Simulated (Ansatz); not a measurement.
# HfSn3O8: the cell at several levels of theory

How does the equilibrium cell of HfSn3O8, tetragonal host depend on the functional? It is relaxed with PBE, r2SCAN and PBEsol. This is a trial cell built on a prototype, not taken from a measured structure, and it needn't be the compound's ground state.

The runs shown are made with Ansatz 0.2.0. PAW datasets, plane waves, zero pressure. Values at 0 K without nuclear motion; spin polarisation is off, and the phase may be a hypothetical one.

### Step 1. The structure to begin with

This is the cell as the run starts from it, not yet at rest; its lengths are not the crystal's.

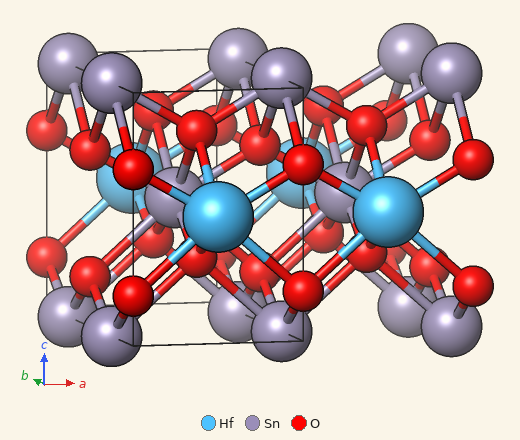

The cell seen slightly off an axis (hafnium blue, tin purple, oxygen red). 2×1×1 cells are drawn.

The structure in full:

```xyz
12
Lattice="3.2960 0.0000 0.0000 0.0000 6.5920 0.0000 0.0000 0.0000 4.7910" Properties=species:S:1:pos:R:3 pbc="T T T"
Hf    1.6480    0.0000    2.3955
Sn    0.0000    4.9440    0.0000
O     1.6480    4.9440    1.4507
O     0.0000    0.0000    0.9448
O     0.0000    0.0000    3.3403
O     1.6480    4.9440    3.8462
Sn    1.6480    3.2960    2.3955
Sn    0.0000    1.6480    0.0000
O     1.6480    1.6480    1.4507
O     0.0000    3.2960    0.9448
O     0.0000    3.2960    3.3403
O     1.6480    1.6480    3.8462
```

### Step 2. PBE: cell and atoms

Input file input.yaml:

```yaml
crystal:
  lattice:
    - [3.29601972, 0.0, 0.0]
    - [0.0, 6.59203945, 0.0]
    - [0.0, 0.0, 4.79102416]
  atoms:
    - { symbol: Hf, position: [0.5, 0.0, 0.5] }
    - { symbol: Sn, position: [0.0, 0.75, 0.0] }
    - { symbol: O, position: [0.5, 0.75, 0.30279212] }
    - { symbol: O, position: [0.0, 0.0, 0.19720788] }
    - { symbol: O, position: [0.0, 0.0, 0.69720788] }
    - { symbol: O, position: [0.5, 0.75, 0.80279212] }
    - { symbol: Sn, position: [0.5, 0.5, 0.5] }
    - { symbol: Sn, position: [0.0, 0.25, 0.0] }
    - { symbol: O, position: [0.5, 0.25, 0.30279212] }
    - { symbol: O, position: [0.0, 0.5, 0.19720788] }
    - { symbol: O, position: [0.0, 0.5, 0.69720788] }
    - { symbol: O, position: [0.5, 0.25, 0.80279212] }
kpoints:
  mp_grid: { grid: [8, 4, 6] }
hamiltonian:
  xc: pbe
scf:
  occupations: { method: fermi_dirac, width: 0.02 }
relax:
  f_tol: 0.005
  cell: {}
```

The log of the run:

```text
Engine: ansatz 0.2.0, x86_64-unknown-linux-gnu
Pseudopotentials: kind: paw
Pseudopotential: Hf, paw, valence charge 26, recommended cutoff 420 eV (normal), Hf.paw.azcp
Pseudopotential: Sn, paw, valence charge 14, recommended cutoff 420 eV (normal), Sn.paw.azcp
Pseudopotential: O, paw, valence charge 6, recommended cutoff 420 eV (normal), O.paw.azcp
Functional definition: PBE
  parameter kappa = 0.804
  parameter beta = 0.06672455060314922
  exchange = pbe_x(kappa = kappa, mu = beta*pi^2/3)
  correlation = pbe_c(beta = beta)
Crystal: 12 atoms, lattice volume = 104.097 Å³
Basis set: ecut = 420 eV, 2069 PW (Γ), exchange–correlation on 48×90×72 points (8 copies of the dense FFT grid, shifted against one another)
Bands: 70, of which v1, the nominal top of the filled ones, is band 58 counted from 1 (57 counted from 0)
Symmetry: 4 space group operations
Space group: Pmm2 (ITA 25), of the structure as read, at distance tolerance 4.7e-5 Å
k-points: 60 of 192 (time reversal used)
Non-local potential: Hf, projectors of the file, l = 0: 3, l = 1: 2, l = 2: 2, l = 3: 3
Non-local potential: Sn, projectors of the file, l = 0: 2, l = 1: 2, l = 2: 2, l = 3: 2
Non-local potential: O, projectors of the file, l = 0: 2, l = 1: 2, l = 2: 1
PAW form: soft (Blöchl's): semilocal exchange-correlation on the pseudo side does not see the compensation charge
PAW one-centre angular grid: Hf, 590 points (default); XC on 64 Gauss nodes
PAW one-centre angular grid: Sn, 590 points (default); XC on 64 Gauss nodes
PAW one-centre angular grid: O, 110 points (default); XC on 64 Gauss nodes
Initial density: superposition of atomic densities (neutral atoms: chi_scale 0, normalization atom), corrected by the library's trained network
Initial wavefunctions: pseudopotential atomic-orbital guess
Functional: x = pbe(κ = 0.804, μ = 0.2195149727645171), c = pbe(β = 0.06672455060314922)
SCF iter   1: F=—  HF=-38328.066376 eV  |F-HF|=—  |Δ(HF+E_count)|=         —  Δρ=5.53e-3  dr2=2.00e-2  ethr=1.77e-3  ⟨swp⟩=6.9  Hψ=17464  notcnv=0  defer=18
preconditioner: auto → Resta (q_TF=auto, 2.778 Å⁻¹)  ε∞=4.6  [insulator: Δε(μ)=3.881 eV  Ē_g=20.617 eV  σ=0.020 eV  W_gap=1.00  n_scr=38 (ndim 8)  ℏωp=38.9 eV  f_vac=0.017  D(μ)=0.00/eV (n_scr^D=0)  ε∞_Penn≈4.6]
SCF iter   2: F=—  HF=-38328.062006 eV  |F-HF|=—  |Δ(HF+E_count)|=   4.37e-3  Δρ=2.68e-3  dr2=5.11e-3  ethr=1.73e-5  ⟨swp⟩=2.1  Hψ=8233  notcnv=0  defer=360
SCF iter   3: F=—  HF=-38328.062122 eV  |F-HF|=—  |Δ(HF+E_count)|=   1.16e-4  Δρ=6.60e-4  dr2=3.56e-4  ethr=4.40e-6  ⟨swp⟩=2.0  Hψ=7258  notcnv=0  defer=360
SCF iter   4: F=—  HF=-38328.061549 eV  |F-HF|=—  |Δ(HF+E_count)|=   5.73e-4  Δρ=2.28e-4  dr2=4.34e-5  ethr=3.07e-7  ⟨swp⟩=2.0  Hψ=7313  notcnv=0  defer=360
SCF iter   5: F=—  HF=-38328.061915 eV  |F-HF|=—  |Δ(HF+E_count)|=   3.66e-4  Δρ=1.02e-4  dr2=8.60e-6  ethr=3.74e-8  ⟨swp⟩=2.0  Hψ=7469  notcnv=0  defer=360
SCF iter   6: F=—  HF=-38328.061914 eV  |F-HF|=—  |Δ(HF+E_count)|=   7.85e-7  Δρ=4.23e-5  dr2=1.57e-6  ethr=7.41e-9  ⟨swp⟩=2.0  Hψ=7317  notcnv=0  defer=360
SCF iter   7: F=—  HF=-38328.061914 eV  |F-HF|=—  |Δ(HF+E_count)|=   2.26e-7  Δρ=1.45e-5  dr2=1.97e-7  ethr=1.36e-9  ⟨swp⟩=2.0  Hψ=5737  notcnv=0  defer=360
SCF iter   8: F=-38328.061914 eV  HF=-38328.061914 eV  |F-HF|=8.25e-9  |Δ(HF+E_count)|=   5.94e-8  Δρ=5.25e-6  dr2=2.63e-8  ethr=8.62e-11  ⟨swp⟩=5.0  Hψ=15224  notcnv=0
SCF 1 converged in 8 iterations: F = -38328.061914 eV  dr2 = 2.63e-8
relax step   1: F+E_penalty+E_count = -38328.06191438 eV  Δ(F+E_penalty+E_count) = +0.000e0 eV  max|allowed force component| = 1.472e0 eV/Å  Δτ_max = 0.0000 Å  P = +107.194 GPa  Ω = 104.097 Å³  (8 SCF iters, dr2 threshold 1.00e-7 eV, accepted)
[... from here on, the SCF cycles and remarks between the steps are left out ...]
relax step   2: F+E_penalty+E_count = -38334.57656792 eV  Δ(F+E_penalty+E_count) = -6.515e0 eV  max|allowed force component| = 4.847e-1 eV/Å  Δτ_max = 0.0083 Å  P = +38.225 GPa  Ω = 119.450 Å³  energy of the carried Pulay correction = -1.112e-1 eV  (10 SCF iters, dr2 threshold 1.20e-6 eV, accepted)
relax step   3: F+E_penalty+E_count = -38336.06141226 eV  Δ(F+E_penalty+E_count) = -1.485e0 eV  max|allowed force component| = 2.662e-1 eV/Å  Δτ_max = 0.0151 Å  P = +9.322 GPa  Ω = 130.335 Å³  energy of the carried Pulay correction = -1.812e-1 eV  (9 SCF iters, dr2 threshold 1.20e-6 eV, accepted)
relax step   4: F+E_penalty+E_count = -38336.18405508 eV  Δ(F+E_penalty+E_count) = -1.226e-1 eV  max|allowed force component| = 2.098e-1 eV/Å  Δτ_max = 0.0207 Å  P = +0.683 GPa  Ω = 134.748 Å³  energy of the carried Pulay correction = -2.078e-1 eV  (8 SCF iters, dr2 threshold 1.20e-6 eV, accepted)
relax step   5: F+E_penalty+E_count = -38336.20098186 eV  Δ(F+E_penalty+E_count) = -1.693e-2 eV  max|allowed force component| = 2.478e-1 eV/Å  Δτ_max = 0.0102 Å  P = -1.206 GPa  Ω = 136.077 Å³  energy of the carried Pulay correction = -2.157e-1 eV  (6 SCF iters, dr2 threshold 1.20e-6 eV, accepted)
relax step   6: F+E_penalty+E_count = -38336.21762058 eV  Δ(F+E_penalty+E_count) = -1.664e-2 eV  max|allowed force component| = 1.662e-1 eV/Å  Δτ_max = 0.0422 Å  P = +0.828 GPa  Ω = 136.083 Å³  energy of the carried Pulay correction = -2.157e-1 eV  (7 SCF iters, dr2 threshold 1.20e-6 eV, accepted)
relax step   7: F+E_penalty+E_count = -38336.22349670 eV  Δ(F+E_penalty+E_count) = -5.876e-3 eV  max|allowed force component| = 3.861e-2 eV/Å  Δτ_max = 0.0147 Å  P = +0.017 GPa  Ω = 136.140 Å³  energy of the carried Pulay correction = -2.160e-1 eV  (6 SCF iters, dr2 threshold 1.20e-6 eV, accepted)
relax step   8: F+E_penalty+E_count = -38336.22354597 eV  Δ(F+E_penalty+E_count) = -4.927e-5 eV  max|allowed force component| = 1.692e-2 eV/Å  Δτ_max = 0.0029 Å  P = -0.003 GPa  Ω = 136.140 Å³  energy of the carried Pulay correction = -2.160e-1 eV  (6 SCF iters, dr2 threshold 9.32e-8 eV, accepted)
relax step   9: F+E_penalty+E_count = -38336.22359565 eV  Δ(F+E_penalty+E_count) = -4.968e-5 eV  max|allowed force component| = 7.515e-3 eV/Å  Δτ_max = 0.0023 Å  P = +0.001 GPa  Ω = 136.141 Å³  energy of the carried Pulay correction = -2.160e-1 eV  (6 SCF iters, dr2 threshold 1.79e-8 eV, accepted)
relax step  10: F+E_penalty+E_count = -38336.22360401 eV  Δ(F+E_penalty+E_count) = -8.359e-6 eV  max|allowed force component| = 6.640e-4 eV/Å  Δτ_max = 0.0006 Å  P = +0.001 GPa  Ω = 136.140 Å³  energy of the carried Pulay correction = -2.160e-1 eV  (6 SCF iters, dr2 threshold 3.53e-9 eV, accepted)
relax step  11: F+E_penalty+E_count = -38336.95774947 eV  Δ(F+E_penalty+E_count) = -7.341e-1 eV  max|allowed force component| = 3.586e-2 eV/Å  Δτ_max = 0.0000 Å  P = +6.180 GPa  Ω = 136.140 Å³  stress off target by 7.33e0 GPa  SCF on the basis re-selected at this cell (its energy is not comparable with the rows above)  (10 SCF iters)
relax step  12: F+E_penalty+E_count = -38337.02866520 eV  Δ(F+E_penalty+E_count) = -7.092e-2 eV  max|allowed force component| = 6.957e-2 eV/Å  Δτ_max = 0.0250 Å  P = +2.061 GPa  Ω = 139.497 Å³  energy of the carried Pulay correction = -1.880e-2 eV  (8 SCF iters, dr2 threshold 1.20e-6 eV, accepted)
relax step  13: F+E_penalty+E_count = -38337.03519887 eV  Δ(F+E_penalty+E_count) = -6.534e-3 eV  max|allowed force component| = 5.022e-2 eV/Å  Δτ_max = 0.0149 Å  P = +0.274 GPa  Ω = 141.482 Å³  energy of the carried Pulay correction = -3.149e-2 eV  (7 SCF iters, dr2 threshold 1.20e-6 eV, accepted)
relax step  14: F+E_penalty+E_count = -38337.03411298 eV  Δ(F+E_penalty+E_count) = +1.086e-3 eV  max|allowed force component| = 4.616e-2 eV/Å  Δτ_max = 0.0064 Å  P = -0.050 GPa  Ω = 141.818 Å³  energy of the carried Pulay correction = -3.385e-2 eV  (6 SCF iters, dr2 threshold 8.74e-7 eV, accepted)
relax step  15: F+E_penalty+E_count = -38337.03465603 eV  Δ(F+E_penalty+E_count) = -5.430e-4 eV  max|allowed force component| = 2.205e-2 eV/Å  Δτ_max = 0.0020 Å  P = +0.031 GPa  Ω = 141.752 Å³  energy of the carried Pulay correction = -3.339e-2 eV  (6 SCF iters, dr2 threshold 1.33e-7 eV, accepted)
relax step  16: F+E_penalty+E_count = -38337.03469600 eV  Δ(F+E_penalty+E_count) = -3.997e-5 eV  max|allowed force component| = 1.628e-3 eV/Å  Δτ_max = 0.0015 Å  P = -0.000 GPa  Ω = 141.753 Å³  energy of the carried Pulay correction = -3.340e-2 eV  (6 SCF iters, dr2 threshold 3.04e-8 eV, accepted)
relax step  17: F+E_penalty+E_count = -38337.07067327 eV  Δ(F+E_penalty+E_count) = -3.598e-2 eV  max|allowed force component| = 2.227e-3 eV/Å  Δτ_max = 0.0000 Å  P = +0.053 GPa  Ω = 141.753 Å³  stress off target by 2.16e-1 GPa  SCF on the basis re-selected at this cell (its energy is not comparable with the rows above)  (8 SCF iters)
relax step  18: F+E_penalty+E_count = -38337.07032802 eV  Δ(F+E_penalty+E_count) = +3.453e-4 eV  max|allowed force component| = 6.213e-3 eV/Å  Δτ_max = 0.0039 Å  P = +0.003 GPa  Ω = 141.887 Å³  energy of the carried Pulay correction = -6.661e-4 eV  (7 SCF iters, dr2 threshold 1.17e-7 eV, accepted)
relax step  19: F+E_penalty+E_count = -38337.07030299 eV  Δ(F+E_penalty+E_count) = +2.502e-5 eV  max|allowed force component| = 6.551e-3 eV/Å  Δτ_max = 0.0009 Å  P = +0.002 GPa  Ω = 141.891 Å³  energy of the carried Pulay correction = -6.942e-4 eV  (7 SCF iters, dr2 threshold 2.41e-9 eV, accepted)
relax step  20: F+E_penalty+E_count = -38337.07029046 eV  Δ(F+E_penalty+E_count) = +1.254e-5 eV  max|allowed force component| = 4.392e-3 eV/Å  Δτ_max = 0.0004 Å  P = -0.000 GPa  Ω = 141.895 Å³  energy of the carried Pulay correction = -7.128e-4 eV  (6 SCF iters, dr2 threshold 2.68e-9 eV, accepted)
relax step  21: F+E_penalty+E_count = -38337.07098432 eV  Δ(F+E_penalty+E_count) = -6.939e-4 eV  max|allowed force component| = 4.467e-3 eV/Å  Δτ_max = 0.0000 Å  P = +0.002 GPa  Ω = 141.895 Å³  stress off target by 1.60e-2 GPa  SCF on the basis re-selected at this cell (its energy is not comparable with the rows above)  (5 SCF iters)
basis re-selected at this cell: Δ(F+E_penalty+E_count) = -6.939e-4 eV, ΔP = +0.002 GPa vs the last step (what re-selecting the basis moved, of the pressure what is left beyond the Pulay correction that the steps carried, after the strain that the cell walked since its last selection, with what the two solves' SCF thresholds leave and, on support functions, any second-order correction that the steps lacked; it is no measure of the basis error at this ecutwfc). This SCF's stress stands 1.60e-2 GPa from its target on what of the cell is left free (relax.cell.stress_tol is 5.00e-2 GPa) and its largest allowed force component is 4.47e-3 eV/Å (relax.f_tol is 5.00e-3 eV/Å): within both
SCF converged after 5 iterations
Free energy (F): -38337.070984 eV
Harris-Foulkes:  -38337.070984 eV  (|F-HF|=1.89e-10)
Internal energy: -38337.070984 eV  (E = F + TS)
E sigma→0 (E₀):  -38337.070984 eV
Fermi energy:    11.404404 eV
--- Per-component energies (eV) ---
  E_band       = -189.649929
  E_kinetic    = 2386.957026
  E_local      = -10892.009124  (includes V_loc(G=0)·N_el)
  E_nonlocal   = -947.232485
  E_hartree    = 5267.712642
  E_xc         = -2028.604710
  E_vxc        = -1298.335748  (∫ρ·V_xc dr)
  E_paw        = -20631.699737  (= ΣΔE_a)
  E_vpaw       = 25.525495  (= ΣTr[D̂ρ^β])
  E_aug_tail   = 0.019580  (compensation charges beyond the density's cutoff)
  E_ewald      = -11492.214176
  E_smearing   = -0.000000  (= −TS)
  E_closure    = 0.000000  (closes the sum)
  Σ components = -38337.070984   (vs F -38337.070984, Δ=0.00e0)
--- Forces (eV/Å), atoms counted from 1 ---
  atom   1  Hf     0.00000000     0.00000000    -0.00067139
  atom   2  Sn     0.00000000     0.00446666     0.00213589
  atom   3  O      0.00000000    -0.00242146     0.00014204
  atom   4  O      0.00000000     0.00000000    -0.00107110
  atom   5  O      0.00000000     0.00000000    -0.00038654
  atom   6  O      0.00000000    -0.00033473    -0.00023890
  atom   7  Sn     0.00000000     0.00000000    -0.00303992
  atom   8  Sn     0.00000000    -0.00446666     0.00213589
  atom   9  O      0.00000000     0.00242146     0.00014204
  atom  10  O      0.00000000     0.00000000    -0.00005525
  atom  11  O      0.00000000     0.00000000     0.00114326
  atom  12  O      0.00000000     0.00033473    -0.00023890
  max |Σ_I F_I| component: 2.89e-6 eV/Å
--- Stress (GPa, compression-positive) ---
       -0.016016       0.000000       0.000000
        0.000000       0.011434       0.000000
        0.000000       0.000000       0.009551
  P = ⅓ Tr σ = 0.0017 GPa (0.017 kbar)
--- Band table (eV; the first three rows and the last of 60) ---
  k-point 0: bands = ["-49.4782", "-18.3052", "-18.2540", "-18.1098", "-10.0019", "-9.7594", "-9.7567", "-9.7324", "-9.5377", "-9.4673", "-9.4485", "-9.4315", "-9.4218", "-9.3629", "-9.3535", "-9.3483", "-9.2764", "-9.2505", "-9.1861", "-7.8014", "-6.4204", "-6.1345", "-5.7813", "-5.4643", "-5.4106", "-5.1850", "-4.6756", "0.6337", "0.6350", "0.6420", "0.6650", "0.6656", "0.6881", "0.7254", "4.2579", "4.4103", "5.6523", "6.1974", "6.5537", "6.6021", "7.4485", "7.4810", "7.5525", "7.8128", "8.1580", "8.3151", "9.1721", "9.2330", "9.2739", "9.3316", "9.3583", "9.6297", "9.8279", "10.0776", "10.0830", "10.2960", "10.4512", "10.6247", "12.1159", "14.2154", "14.8377", "16.3388", "16.8645", "17.3984", "17.9258", "18.5074", "18.8271", "19.2737", "20.2528", "20.4152"]
[... 3 lines left out ...]
--- Relaxed structure (18 steps of the walk, 18 accepted, 3 SCFs on fresh bases) ---
  F+E_penalty+E_count = -38337.07098432 eV   max|allowed force component| = 4.467e-3 eV/Å   (the final SCF, on the basis selected at the relaxed cell)
  cell:  # Å, volume = 141.8954 Å³
    - [3.5482951838106906, 0.0, 0.0]
    - [0.0, 7.304525794519118, 0.0]
    - [0.0, 0.0, 5.474651882293051]
  atoms:
    - { symbol: Hf, position: [0.5000000000000001, 1.0724908004632606e-19, 0.5038570282394326] }
    - { symbol: Sn, position: [-1.3694997878100032e-35, 0.7521994785540036, 0.0054987239926101595] }
    - { symbol: O, position: [0.5000000000000001, 0.7497808476568215, 0.32202316653233987] }
    - { symbol: O, position: [8.216998726860017e-36, 1.0724908004632606e-19, 0.18782568093067212] }
    - { symbol: O, position: [8.216998726860017e-36, 1.0724908004632606e-19, 0.6778659654840107] }
    - { symbol: O, position: [0.5000000000000001, 0.7609840843895591, 0.8201091505955843] }
    - { symbol: Sn, position: [0.5000000000000001, 0.49999999999999994, 0.48655406816845465] }
    - { symbol: Sn, position: [-2.0998996746420043e-35, 0.24780052144599618, 0.0054987239926101595] }
    - { symbol: O, position: [0.5000000000000001, 0.25021915234317865, 0.32202316653233987] }
    - { symbol: O, position: [8.216998726860017e-36, 0.49999999999999994, 0.17363483760193377] }
    - { symbol: O, position: [8.216998726860017e-36, 0.49999999999999994, 0.6750003373344267] }
    - { symbol: O, position: [0.5000000000000001, 0.23901591561044064, 0.8201091505955843] }
```

Run time: 2.8 min. Hardware: 1 × NVIDIA H100 80GB HBM3 with 2 threads of AMD EPYC 7R13 (Zen 3), shared host; peak host memory 1.1 GiB.

Step by step:

```
step  energy change (meV/atom)  largest force (eV/Å)  pressure (GPa)  volume (Å³/atom)
   1                       0.0                1.4715          107.19             8.675
   2                    -542.9                0.4847           38.23             9.954
   3                    -666.6                0.2662            9.32            10.861
   4                    -676.8                0.2098            0.68            11.229
   5                    -678.3                0.2478           -1.21            11.340
   6                    -679.6                0.1662            0.83            11.340
   7                    -680.1                0.0386            0.02            11.345
   8                    -680.1                0.0169            0.00            11.345
   9                    -680.1                0.0075            0.00            11.345
  10                    -680.1                0.0007            0.00            11.345
  11                    -741.3                0.0359            6.18            11.345
  12                    -747.2                0.0696            2.06            11.625
  13                    -747.8                0.0502            0.27            11.790
  14                    -747.7                0.0462           -0.05            11.818
  15                    -747.7                0.0221            0.03            11.813
  16                    -747.7                0.0016            0.00            11.813
  17                    -750.7                0.0022            0.05            11.813
  18                    -750.7                0.0062            0.00            11.824
  19                    -750.7                0.0066            0.00            11.824
  20                    -750.7                0.0044            0.00            11.825
  21                    -750.8                0.0045            0.00            11.825
```

Steps 11, 17, 21 solve the same cell on a plane-wave basis chosen anew, so the energy can jump there without a move.

The table lists every geometry solved, with passes on a fresh basis, whose energies don't compare exactly with the rows above.

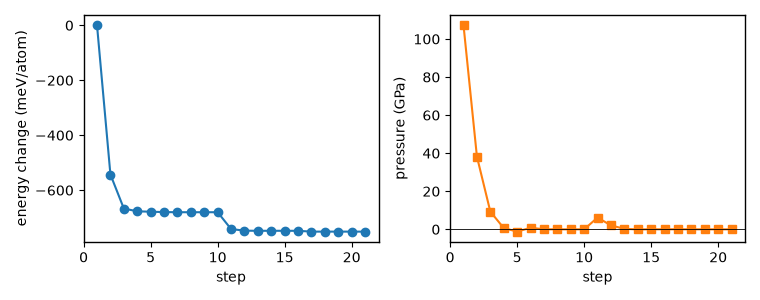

How energy and pressure fell into place.

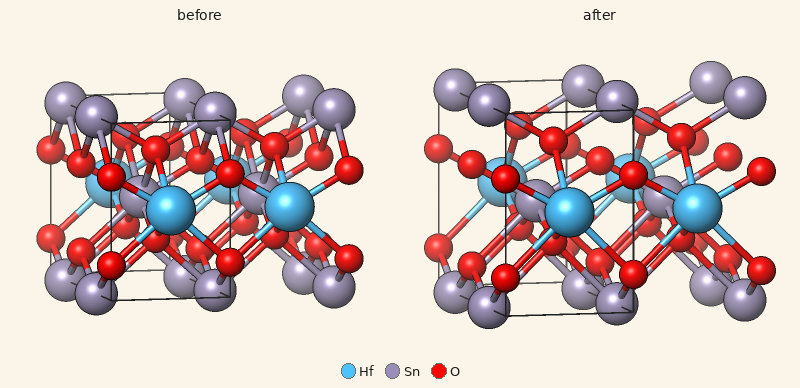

The cell before (left) and after (right), drawn at the same scale.

```
                       before   after    change
                a (Å)   3.296   3.548   +7.65 %
                b (Å)   6.592   7.305  +10.81 %
                c (Å)   4.791   5.475  +14.27 %
     volume (Å³/atom)   8.675  11.825  +36.31 %
shortest distance (Å)   1.900   2.014   +6.01 %
          space group    Pmm2    Pmm2      same
```

[end of part 1 of 3]
